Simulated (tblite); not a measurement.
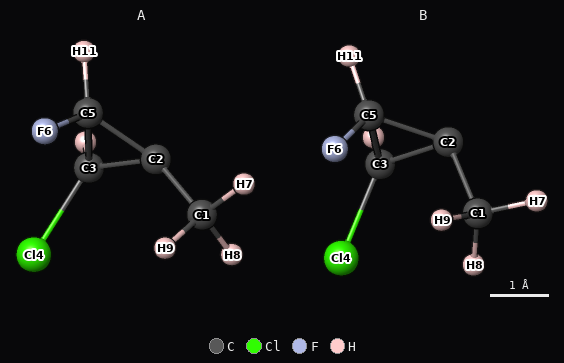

Two geometries of C4H5ClF (multiplicity 2), drawn at one scale. One is the start of a relaxation, the other its converged end. A ball-and-stick model, seen from a free direction.

Level of theory: GFN2-xTB geometry optimisation, gas phase in tblite. 

Q: Which geometry has the lower energy?

A: Structure A is the relaxed one. After 70 geometry steps the energy has fallen by 56.4 kJ/mol. The largest move after the best rigid fit is that of an H atom, 0.72 Å. Largest moves by element: H 0.72 Å, Cl 0.45 Å, C 0.35 Å, F 0.34 Å. Near-neighbour distances that change, for instance: C–C 1.540 → 1.467 Å, C–C 1.520 → 1.453 Å, C–C 1.497 → 1.461 Å, C–H 1.115 → 1.088 Å. Among the angles between lasting bonds that change: C–C–C 110.1° → 133.1°, C–C–C 115.5° → 132.4°, Cl–C–C 113.9° → 120.2°. Groups turn about C–C by about 40°. Cost: 0.26 s on 1 thread of Arm Neoverse V2, on a shared host.
